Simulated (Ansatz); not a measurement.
**CH$_{3}$FInO: single-point calculation**

CH$_{3}$FInO, multiplicity 2, SMILES C[O][In][F], computed with UKS B2PLYP (frozen core)/def2-TZVPP (Ansatz 0.2.0).

The geometry comes from this level: PBE0-D4/def2-TZVP.

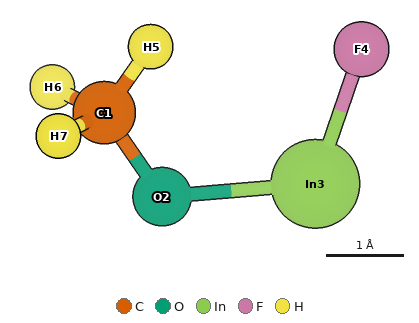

The structure (ball-and-stick view, seen at a tilt; atoms are numbered from 1 in the order of the input). Sticks mark near contacts.

**Input**
```yaml
crystal:
  periodic: [false, false, false]
  atoms:
    - {symbol: C, position_ang: [0.217515, 0.862652, 0.000141]}
    - {symbol: O, position_ang: [-0.179686, 0.100866, 1.119381]}
    - {symbol: In, position_ang: [-0.613897, -1.842286, 0.837027]}
    - {symbol: F, position_ang: [-0.411846, -2.383586, -1.050096]}
    - {symbol: H, position_ang: [0.236196, 0.296442, -0.939324]}
    - {symbol: H, position_ang: [-0.472917, 1.703557, -0.133596]}
    - {symbol: H, position_ang: [1.224635, 1.262345, 0.166456]}
basis:
  gaussian: {orbitals: def2-TZVPP}
magnetization: {spin_polarized: true, initial_magnetization: 1}
hamiltonian: {xc: {name: B2PLYP}}
```

Machine: 4 CPU threads, shared host.

**What the program printed**
```
Functional definition: B2PLYP
  name "B2PLYP"
  cite "Grimme, J. Chem. Phys. 124, 034108 (2006) doi:10.1063/1.2148954"
  cite "Becke, Phys. Rev. A 38, 3098 (1988) doi:10.1103/PhysRevA.38.3098"
  cite "Lee, Yang & Parr, Phys. Rev. B 37, 785 (1988) doi:10.1103/PhysRevB.37.785"
  parameter a = 0.53
  parameter c = 0.27
  exchange = (1 - a)*b88_x + a*exact_x
  correlation = (1 - c)*lyp_c + c*(mp2_os + mp2_ss)
1316 factors; integrals over basis functions are off by at most 1.0e-3 eV
mean field evaluation 1: about -11001.0909 eV, gradient 4.5e1 eV
mean field evaluation 2: about -11001.1548 eV, gradient 4.4e1 eV
mean field evaluation 4: about -11008.1623 eV, gradient 1.2e1 eV
mean field evaluation 8: about -11008.6733 eV, gradient 9.3e-1 eV
mean field evaluation 16: about -11008.6803 eV, gradient 1.3e-3 eV
mean field evaluation 32: about -11007.1485 eV, gradient 4.0e0 eV
mean field -11008.68032723 eV, -404.5615400743 hartree, gradient 9.9e-6 eV, S^2 0.757826; 2 other end points of the search recorded, 0 dependent functions left out
7 core orbitals not correlated: weight in the atoms' cores, before any rotation towards them, 1.000 or more for the frozen orbitals, at most 0.000 for the correlated occupied ones
reference -11008.68049294 eV, -404.5615461640 hartree; 17, 16 occupied and 161, 162 virtual orbitals, 1316 factors
second order -30.69153460 eV of doubles, -0.00000000 eV of singles
Total energy: -11016.96720728 eV, -404.8660772991 hartree
```

**Summary**

```json
{"quantity": "outcome", "value": "converged"}
{"quantity": "total energy", "value": "−11016.9672 eV"}
{"quantity": "mean-field energy", "value": "−11008.6805 eV"}
{"quantity": "⟨S²⟩", "value": "0.758"}
{"quantity": "SCF solution under orbital rotations", "value": "stable"}
{"quantity": "wall time", "value": "12 s (CPU time 44 s)"}
{"quantity": "peak memory", "value": "0.61 GiB"}
```
